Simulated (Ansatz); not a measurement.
```xyz
8

Cl   -1.4726   -0.6054    2.0606
C    -0.4801   -0.1663    0.7678
C     0.4885    0.7202    0.5714
C     0.5965    0.1954   -0.8997
C    -0.3708   -0.6898   -0.7017
H     0.9853    1.4726    1.1633
H     1.2235    0.4635   -1.7384
H    -0.8782   -1.4471   -1.2788
```

Geometry: PBE0-D4/def2-TZVP.

Level of theory: Ansatz 0.2.0, RKS PBE0-D4/def2-TZVPP.

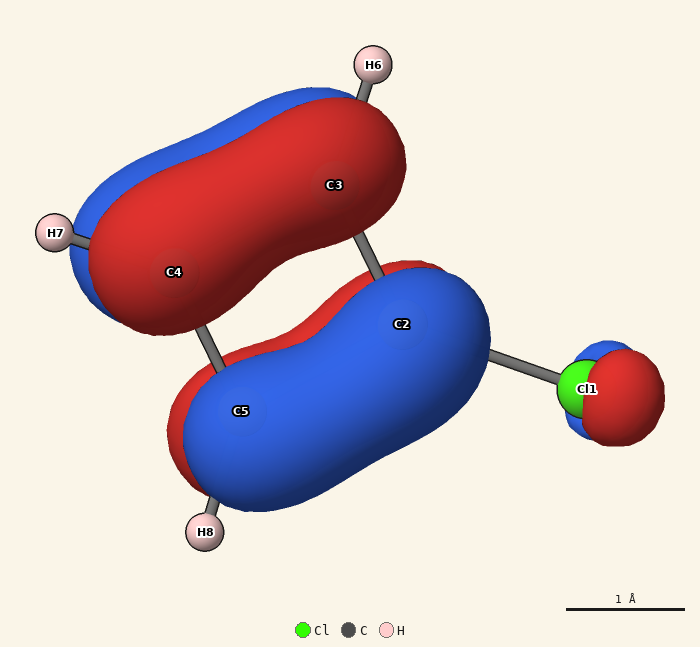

C₄H₃Cl (SMILES ClC1=CC=C1). The LUMO at ±0.15 Å⁻³ᐟ² (blue and red are the two phases), seen across its widest extent.

**Describe this orbital and give its energy.**

Its weight (Hirshfeld) is mainly on C4 (about 25 %), C5 (about 20 %), C2 (about 20 %), C3 (about 20 %) and Cl1 (about 10 %); it changes sign across the molecular plane (π type); π-bonding across C2–C5 and C3–C4; π-antibonding (a node) across Cl1–C2, C2–C3 and C4–C5. Its energy is −1.84 eV.
